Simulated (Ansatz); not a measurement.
## Electronic structure of CH₄AlF₃···HF in real space

Input

```
crystal:
  periodic: [false, false, false]
  atoms:
    - { symbol: Al, position_ang: [-1.095908, 0.303306, -0.770467] }
    - { symbol: C, position_ang: [0.585083, -0.652611, -1.069129] }
    - { symbol: F, position_ang: [-2.692963, 0.059196, -1.274718] }
    - { symbol: F, position_ang: [-0.692553, 1.758336, 0.059827] }
    - { symbol: H, position_ang: [-0.185375, -0.157504, 2.428095] }
    - { symbol: F, position_ang: [-0.952052, -0.598653, 2.157276] }
    - { symbol: H, position_ang: [0.857145, 1.063773, 0.576055] }
    - { symbol: F, position_ang: [1.40612, 0.734711, 1.252545] }
    - { symbol: H, position_ang: [0.514678, -1.373326, -1.889896] }
    - { symbol: H, position_ang: [0.869594, -1.192068, -0.161485] }
    - { symbol: H, position_ang: [1.386329, 0.054939, -1.308103] }
basis:
  gaussian: { orbitals: "6-31G" }
hamiltonian:
  xc: pbe0
  dispersion: d4
relax:
  f_tol: 0.03
  max_steps: 50
output:
  orbitals: {}
```

Launched as:

```sh
ansatz run input.yaml --threads 1 --pin off --max-ram 2048MiB --backend cpu --events-out ev --progress --plain --runs-dir out
```

The fields are those of the relaxed geometry.

These are results of RKS PBE0-D4/6-31G (Ansatz), not measurements.

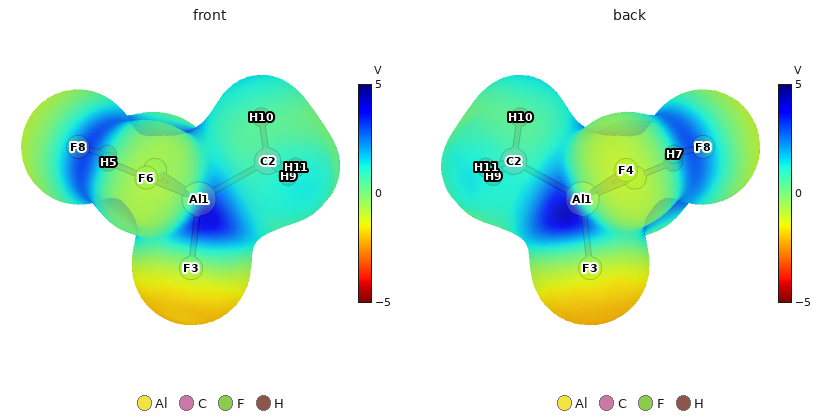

Figure 1. The electrostatic potential painted on the density surface at 0.004 e/bohr³, seen from the front and from behind; the colour scale runs from red (negative) to blue (positive).

> Which sites attract a positive test charge, and which a negative one?

A positive charge is drawn to the negative regions and a negative charge to the positive ones. The most negative region (about −2.2 V) lies over F3, the most positive (about +4.0 V) over Al1.

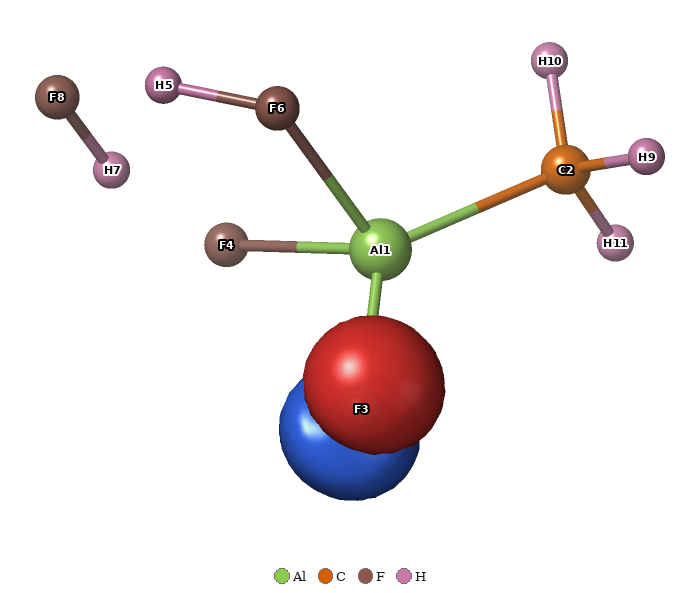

Figure 2. The HOMO−1 at ±0.3 Å⁻³ᐟ² (red and blue are the two phases), seen at a tilt.

> Where does this orbital lie, and at what energy?

It lies mainly on F3 (about 90 %); largely a lone pair of F3. Its energy is −10.49 eV.

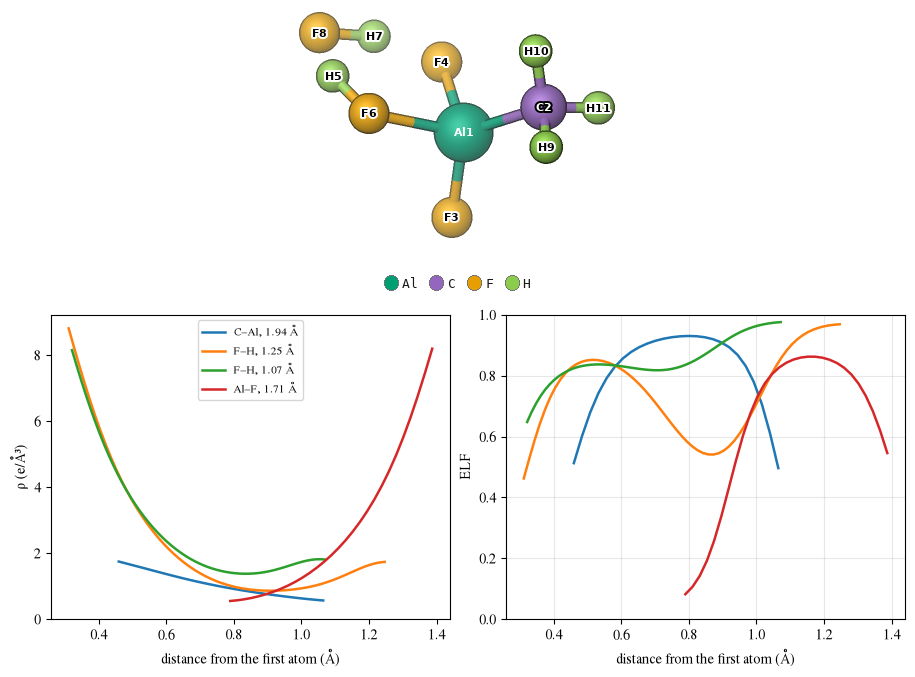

Figure 3. Electron density and ELF along straight lines between neighbouring atoms. The curves leave out the atomic cores. The structure is drawn too.

> Compare the contacts.

C–Al (1.94 Å): ρ at the midpoint is about 0.67 e/Å³; the ELF peaks at about 0.95 between the atoms: a polar covalent bond.
F8···H5 (1.25 Å): the density falls to about 0.86 e/Å³ on the way; the ELF climbs to about 0.90 towards the hydrogen, as it does in any bond to H.
F–H (1.07 Å): ρ is about 3.1 e/Å³ halfway; the ELF climbs to about 0.95 towards the hydrogen.
Al–F (1.71 Å): ρ is about 0.64 e/Å³ halfway; the ELF peaks at about 0.85 in the valence shell of F, 0.6 Å from its nucleus, and is about 0.20 at the midpoint.

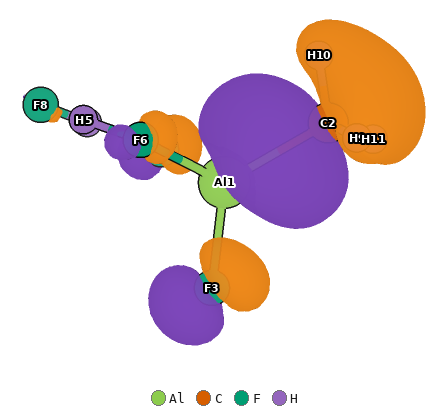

Figure 4. The HOMO at ±0.1 Å⁻³ᐟ² (orange and purple are the two phases), seen across its widest extent.

> Describe this orbital and give its energy.

It lies mainly on C2 (about 50 %), Al1 (about 20 %) and F3 (about 15 %). Its energy is −9.22 eV.
